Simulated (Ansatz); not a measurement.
# CH4FGe+ (SMILES F[CH2][GeH2+]): single points off equilibrium

A test off equilibrium: a structure displaced at random from a GFN2-xTB minimum is computed at several levels, and each is set against CCSD(T).

Computed with Ansatz 0.2.0, Gaussian basis. Level: single points in def2-TZVPP.

Correlated methods freeze the cores. Filled d shells of the heavier atoms are correlated. B3LYP uses VWN-RPA correlation.

## Step 1: Where the work starts

7 atoms, charge 1, spin multiplicity 1.

Atoms are counted from 1 here; the program's logs count them from 0.

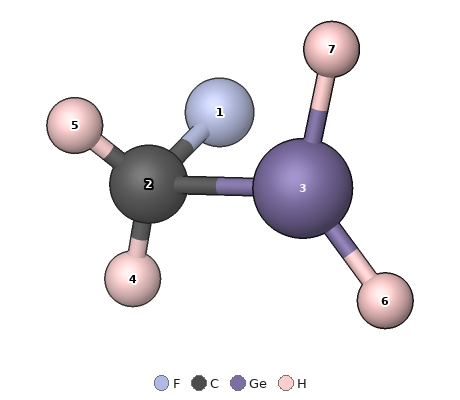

As it starts; fluorine light blue, carbon dark grey, germanium purple, hydrogen pink; atoms are numbered from 1 in the order of the file.

Geometry (Å):

| atom | x (Å) | y (Å) | z (Å) |
| --- | --- | --- | --- |
| F1 | -1.0608 | 0.6251 | -0.8307 |
| C2 | -0.6919 | -0.6194 | -0.3036 |
| Ge3 | 0.9043 | 0.2740 | 0.5535 |
| H4 | -0.3558 | -1.2623 | -1.1230 |
| H5 | -1.4831 | -0.8797 | 0.2976 |
| H6 | 2.2063 | 0.1943 | -0.1184 |
| H7 | 0.3323 | 1.3258 | 1.5159 |

## Step 2: CCSD(T)/def2-TZVPP

run/in.yaml

```yaml
crystal:
  periodic: [false, false, false]
  atoms:
    - {symbol: F, position_ang: [-1.060800, 0.625100, -0.830700]}
    - {symbol: C, position_ang: [-0.691900, -0.619400, -0.303600]}
    - {symbol: Ge, position_ang: [0.904300, 0.274000, 0.553500]}
    - {symbol: H, position_ang: [-0.355800, -1.262300, -1.123000]}
    - {symbol: H, position_ang: [-1.483100, -0.879700, 0.297600]}
    - {symbol: H, position_ang: [2.206300, 0.194300, -0.118400]}
    - {symbol: H, position_ang: [0.332300, 1.325800, 1.515900]}
basis:
  gaussian: {orbitals: def2-TZVPP}
total_charge: 1
correlation: {method: ccsd_t}
output: {forces: true}
```

No record of the launch command was kept for these runs.

## Step 3: PBE0-D4/def2-TZVPP

run/in.yaml: that of step 2 with these lines changed.

```diff
@@ -13,3 +13,3 @@
 total_charge: 1
-correlation: {method: ccsd_t}
-output: {forces: true}
+hamiltonian: {xc: pbe0, dispersion: d4}
+output: {forces: true, orbitals: {seedname: orbitals}}
```

## Step 4: wB97M-V/def2-TZVPP

run/in.yaml: that of step 3 with these lines changed.

```diff
@@ -13,3 +13,3 @@
 total_charge: 1
-hamiltonian: {xc: pbe0, dispersion: d4}
-output: {forces: true, orbitals: {seedname: orbitals}}
+hamiltonian: {xc: {name: wB97M-V}}
+output: {forces: true}
```

## Step 5: r2SCAN-D4/def2-TZVPP

run/in.yaml: that of step 4 with these lines changed.

```diff
@@ -13,3 +13,3 @@
 total_charge: 1
-hamiltonian: {xc: {name: wB97M-V}}
+hamiltonian: {xc: r2scan, dispersion: d4}
 output: {forces: true}
```

## Step 6: PBE-D4/def2-TZVPP

run/in.yaml: that of step 5 with these lines changed.

```diff
@@ -13,3 +13,3 @@
 total_charge: 1
-hamiltonian: {xc: r2scan, dispersion: d4}
+hamiltonian: {xc: pbe, dispersion: d4}
 output: {forces: true}
```

## Step 7: B3LYP-D4/def2-TZVPP

run/in.yaml: that of step 6 with these lines changed.

```diff
@@ -13,3 +13,3 @@
 total_charge: 1
-hamiltonian: {xc: pbe, dispersion: d4}
+hamiltonian: {xc: {name: B3LYP}, dispersion: d4}
 output: {forces: true}
```

## Step 8: CAM-B3LYP-D4/def2-TZVPP

run/in.yaml: that of step 7 with these lines changed.

```diff
@@ -13,3 +13,3 @@
 total_charge: 1
-hamiltonian: {xc: {name: B3LYP}, dispersion: d4}
+hamiltonian: {xc: {name: CAM-B3LYP}, dispersion: d4}
 output: {forces: true}
```

(Steps that only read results are left out.)

Q: Predict the outcome of this session. Wanted: energy less free atoms, CCSD(T)/def2-TZVPP; RMS force component; RMS force error; HOMO and LUMO, PBE0-D4; T1 diagnostic.

As calculated:

```
                                  quantity                                                                                                 value
energy less free atoms, CCSD(T)/def2-TZVPP                                                                                            -13.540 eV
                       RMS force component                                                                  1.050 to 1.125 eV/Å over the methods
                           RMS force error  PBE0-D4 0.128, wB97M-V 0.039, r2SCAN-D4 0.049, PBE-D4 0.180, B3LYP-D4 0.086, CAM-B3LYP-D4 0.071 eV/Å
                    HOMO and LUMO, PBE0-D4                                                                                   -14.65 and -9.36 eV
                             T1 diagnostic                                                                                                 0.014
```

In words: Against CCSD(T) the functionals' energies less atoms differ by -0.848 to -0.309 eV, PBE-D4 by -0.848 eV. CCSD(T) in triple zeta still lacks some correlation energy of the bonds, so part of these gaps is its own basis error and they don't rank the functionals. The forces of wB97M-V come nearest to CCSD(T), those of PBE-D4 are farthest. Frozen-core CCSD(T) forces in triple zeta carry basis errors of their own, and this is one geometry, so small gaps rank nothing.
